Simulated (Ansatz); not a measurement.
# PH (SMILES [PH]): UB2PLYP/cc-pVTZ

Aim: the electronic atomisation energy of PH at UB2PLYP/cc-pVTZ, from 3 runs. 

Program for the calculation: Ansatz 0.2.0.

30 further runs of the same task are left out: 30 set aside as unsound or not needed.

**1. Starting point**

PH: 2 atoms, total charge 0, spin state triplet. SMILES: `[PH]`. The coordinates come from a PBE0-D4/def2-TZVP relaxation.

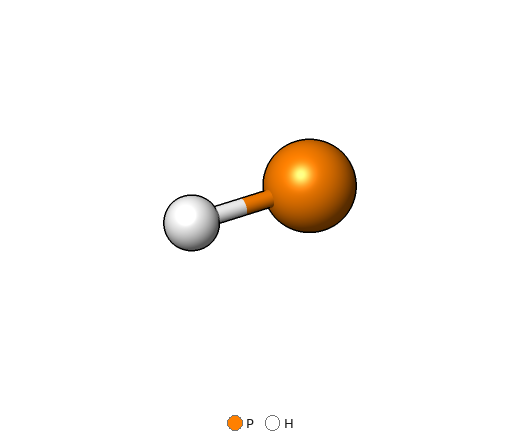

Viewed from a chosen angle; phosphorus orange, hydrogen white.

**2. The energy at UB2PLYP/cc-pVTZ**

Contents of molecule.yaml:

```yaml
basis:
  gaussian: {orbitals: cc-pVTZ}
crystal:
  periodic: [false, false, false]
  atoms:
    - {symbol: P, position_ang: [-0.000000, -0.000000, -0.014610]}
    - {symbol: H, position_ang: [0.000000, 0.000000, 1.413680]}
magnetization: {spin_polarized: true, initial_magnetization: 2}
hamiltonian: {xc: {name: B2PLYP}}
correlation: {frozen_orbitals: {H: 0, P: 5}}
accuracy: high
output: {orbitals: {seedname: orbitals}}
```

On the command line:

```
$ ansatz run molecule.yaml --threads 1 --pin off --max-ram 3480MiB --events-out events.jsonl --progress --plain --runs-dir runs
```

What it wrote:

```text
Warning: RAYON_NUM_THREADS=1 ignored (pool sized by the plan → 1); use --threads N
Functional definition: B2PLYP
  name "B2PLYP"
  parameter a = 0.53
  parameter c = 0.27
  exchange = (1 - a)*b88_x + a*exact_x
  correlation = (1 - c)*lyp_c + c*(mp2_os + mp2_ss)
622 factors; integrals over basis functions are off by at most 3.8e-9 eV
mean field evaluation 1: about -9298.7614 eV, gradient 4.1e0 eV
mean field evaluation 2: about -9298.7617 eV, gradient 4.1e0 eV
mean field evaluation 4: about -9298.9237 eV, gradient 4.4e-1 eV
mean field evaluation 8: about -9298.9260 eV, gradient 1.3e-2 eV
mean field evaluation 16: about -9298.9260 eV, gradient 3.1e-6 eV
mean field -9298.92599604 eV, -341.7292273159 hartree, gradient 9.6e-8 eV, S^2 2.011343; 0 other end points of the search recorded, 0 dependent functions left out
5 core orbitals not correlated: weight in the atoms' cores, before any rotation towards them, 1.000 or more for the frozen orbitals, at most 0.000 for the correlated occupied ones
reference -9298.92601215 eV, -341.7292279082 hartree; 4, 2 occupied and 39, 41 virtual orbitals, 622 factors
second order -3.63974674 eV of doubles, -0.00000000 eV of singles
Total energy: -9299.90874377 eV, -341.7653426291 hartree
```

Run time: 1.4 s. Hardware: 1 thread of Arm Neoverse V2, shared host; peak memory 0.11 GiB.

**3. The H atom, same level**

Contents of molecule.yaml:

```yaml
crystal:
  periodic: [false, false, false]
  atoms:
    - symbol: H
      position_ang: [0.000000, 0.000000, 0.000000]
basis:
  gaussian:
    orbitals: cc-pVTZ
magnetization:
  spin_polarized: true
  initial_magnetization: 1
hamiltonian:
  xc: {name: B2PLYP}
correlation:
  frozen_orbitals: {H: 0}
accuracy: high
```

Run the same way, it converges to -0.49861 Eh (log not shown).

**4. The P atom at the same level**

Contents of input.yaml:

```yaml
crystal:
  periodic: [false, false, false]
  atoms:
    - {symbol: P, position_ang: [0.000000, 0.000000, 0.000000]}
basis:
  gaussian: {orbitals: cc-pVTZ}
correlation: {frozen_orbitals: {P: 5}}
magnetization: {spin_polarized: true, initial_magnetization: 3}
hamiltonian: {xc: {name: B2PLYP}}
accuracy: high
```

Run the same way, it converges to -341.14951 Eh (log not shown).

**5. Outcome**

Level: UB2PLYP/cc-pVTZ, 5 core orbitals frozen.

| quantity | value |
| --- | --- |
| molecule: total energy | -341.76534 Eh |
| molecule: HOMO energy (SCF part's orbitals) (highest over α and β) | -8.37 eV |
| molecule: LUMO energy (SCF part's orbitals) (lowest over α and β) | -1.44 eV |
| molecule: ⟨S²⟩ | 2.011 |
| H atom: total energy | -0.49861 Eh |
| H atom: ⟨S²⟩ | 0.750 |
| P atom: total energy | -341.14951 Eh |
| P atom: ⟨S²⟩ | 3.750 |
| electronic atomisation energy | 3.190 eV |

**Reading.** Taking the molecule apart into free atoms costs 3.19 eV (74 kcal/mol), before zero-point energy and without spin-orbit coupling.
